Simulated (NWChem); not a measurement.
**M06-2X/aug-pcseg-1 run of HO− (hydroxide)**

What is the vertical ionisation energy of HO− (hydroxide) at M06-2X/aug-pcseg-1? 

The calculation is run with NWChem 7.3.0.

## Step 1: The molecule

HO− has 2 atoms, charge -1, and is taken as a singlet. SMILES: `[OH-]`. Geometry: relaxed at PBE0-D4/def2-TZVPD.

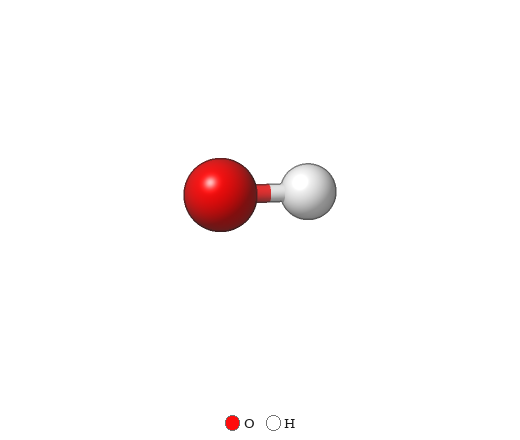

The structure, seen from a chosen angle (oxygen red, hydrogen white).

## Step 2: A single-point energy at M06-2X/aug-pcseg-1

The input, struct.nw:

```
start struct
memory total 2200 mb
charge -1

geometry units angstroms noautosym nocenter noautoz
  O      0.411800    -0.131800     0.212500
  H     -0.411800     0.131800    -0.212500
end

basis spherical bse
  * library aug-pcseg-1
end

dft
  xc m06-2x
  grid fine
  convergence energy 1e-08
  iterations 100
  mulliken
  noprint "final vectors analysis"
end

task dft energy
```

Launch:

```console
$ nwchem struct.nw > struct.out
```

The log of the run:

```text
Northwest Computational Chemistry Package (NWChem) 7.3.0
             --------------------------------------------------------

           Job information
           ---------------

    nwchem branch   = 7.3.0
    use scalapack   = T
    input           = struct.nw
    prefix          = struct.
    data base       = ./struct.db
    status          = startup
    nproc           =        1

           Memory information
           ------------------

    heap     =     72089598 doubles =      550.0 Mbytes
    stack    =     72089595 doubles =      550.0 Mbytes
    global   =    144179200 doubles =     1100.0 Mbytes (distinct from heap & stack)
    total    =    288358393 doubles =     2200.0 Mbytes
    verify   = yes
    hardfail = no

           Directory information
           ---------------------

  0 permanent = .
  0 scratch   = .

                                NWChem Input Module
                                -------------------

 Scaling coordinates for geometry "geometry" by  1.889725989
 (inverse scale =  0.529177249)

                             Geometry "geometry" -> ""
                             -------------------------

 Output coordinates in angstroms (scale by  1.889725989 to convert to a.u.)

[... 13 lines left out ...]
            Nuclear Dipole moment (a.u.)
[... 53 lines left out ...]
  convergence criterion.
[... 16 lines left out ...]
          Convergence on density requested:  1.00D-05
[... 20 lines left out ...]
          Spatial weights used:  Erf1
[... 3 lines left out ...]
          Convergence aids based upon iterative change in
[... 69 lines left out ...]
         Total DFT energy =      -75.752746149773
[... 1 line left out ...]
           Coulomb energy =       45.269169958015
[... 1 line left out ...]
 Nuclear repulsion energy =        4.393567358110
[... 1 line left out ...]
 Numeric. integr. density =       10.000000058470

     Total iterative time =      1.7s

     ---------------------------------------------
      Total Density - Mulliken Population Analysis
     ---------------------------------------------

    Atom       Charge   Shell Charges
 -----------   ------   -------------------------------------------------------
    1 O    8     9.14   2.00  0.90  0.91  0.11  2.84  1.95  0.43  0.01  0.00
    2 H    1     0.86   0.73  0.02 -0.00  0.05  0.06

     -------------------------------------------
      Total Density - Lowdin Population Analysis
     -------------------------------------------

    Atom       Charge   Shell Charges
 -----------   ------   -------------------------------------------------------
    1 O    8     8.78   1.99  0.83  0.70  0.13  2.70  1.99  0.42  0.01  0.02
    2 H    1     1.22   0.56  0.14  0.02  0.15  0.36

 center of mass
 --------------
 x =   0.68593595 y =  -0.21953948 z =   0.35396160

 moments of inertia (a.u.)
 ------------------
           0.846792104873           0.735034218103          -1.185089312192
           0.735034218103           2.908101981514           0.379297647758
          -1.185089312192           0.379297647758           2.531817452872

     Multipole analysis of the density
     ---------------------------------

     L   x y z        total         alpha         beta         nuclear
     -   - - -        -----         -----         ----         -------
     0   0 0 0     -1.000000     -5.000000     -5.000000      9.000000

     1   1 0 0     -1.070389     -3.258857     -3.258857      5.447324
[... 8 lines of this table left out ...]
     2   0 0 2     -7.712326     -4.581815     -4.581815      1.451303

 Task  times  cpu:        1.7s     wall:        1.7s
 Total times  cpu:        1.7s     wall:        1.7s
```

It took 2.3 s on 1 thread of Intel Xeon Platinum 8259CL at 2.50GHz (Skylake/Cascade Lake), shared host; peak memory 0.11 GiB.

## Step 3: Doublet neutral HO, same level

The input, ho.nw:

```
START ho
memory total 2200 mb

GEOMETRY units bohr noautosym nocenter noautoz
  O      0.77818922    -0.24906590     0.40156680
  H     -0.77818922     0.24906590    -0.40156680
END

BASIS "ao basis" spherical bse
  * library aug-pcseg-1
END

DFT
  xc m06-2x
  mult 2
  grid fine
  convergence energy 1e-08
  maxiter 100
  mulliken
  print low
END

TASK dft energy
```

Launch:

```console
$ nwchem ho.nw > ho.out
```

The log of the run, shortened:

```text
[...]
         Total DFT energy =      -75.691531351380
      One electron energy =     -112.602745992804
           Coulomb energy =       41.365947640398
    Exchange-Corr. energy =       -8.848300040445
 Nuclear repulsion energy =        4.393567041471
[... 5 lines left out ...]
     ---------------------------------------------
      Total Density - Mulliken Population Analysis
     ---------------------------------------------
    Atom       Charge   Shell Charges
 -----------   ------   -------------------------------------------------------
    1 O    8     8.32   2.00  0.96  0.90  0.07  2.77  1.54  0.08  0.01  0.00
    2 H    1     0.68   0.70 -0.07 -0.00  0.05  0.00
[...]
      <S2> =      0.7529 (Exact =     0.7500)
[...]
```

It took 5.1 s on 1 thread of Intel Xeon Platinum 8259CL at 2.50GHz (Skylake/Cascade Lake), shared host; peak memory 0.11 GiB.

## Step 4: Results

At M06-2X/aug-pcseg-1:

```
                                           quantity         value
                          singlet HO−: total energy  -75.75275 Eh
                   doublet neutral HO: total energy  -75.69153 Eh
                           doublet neutral HO: ⟨S²⟩         0.753
vertical ionisation energy (to the doublet neutral)      1.666 eV
```

In words: The vertical ionisation energy comes to 1.67 eV (161 kJ/mol).
